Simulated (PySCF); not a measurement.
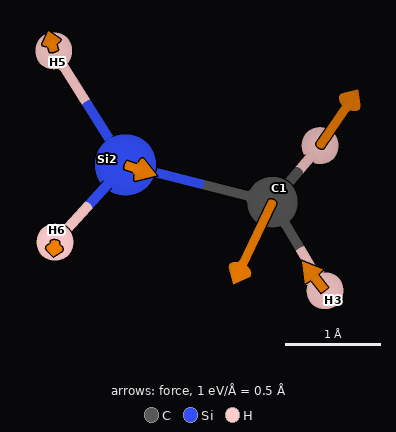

Starting geometry of CH₄Si with the computed forces as orange arrows. The picture is a ball-and-stick view, seen at a tilt.

The start comes from GFN2-xTB. Its atoms were then displaced at random by about 0.01 Å.

The calculation used PySCF 2.14.0, density-fitted response routines, PBE0-D3(BJ)/def2-SVP geometry optimisation, gas phase. 

What follows when this structure is relaxed?

Answer. It isn't relaxed: the largest force vector, on the C atom, is 2.55 eV/Å. The final displacements follow the starting forces only in part (cosine between the two patterns 0.49). The largest move after the best rigid fit is that of an H atom, 0.058 Å. Largest moves by element: H 0.058 Å, C 0.023 Å, Si 0.004 Å. Some distances before and after: C–H 1.046 → 1.094 Å, C–H 1.120 → 1.094 Å, H–Si 1.461 → 1.485 Å, C–Si 1.722 → 1.707 Å. Among the angles between lasting bonds that change: H–Si–H 110.8° → 114.6°, C–Si–H 125.2° → 122.7°, H–C–H 113.7° → 115.9°. The energy falls by 7.89 kJ/mol in 6 geometry steps. Cost: 3.4 s on 1 thread of AMD EPYC 9R14, with other jobs on the host.
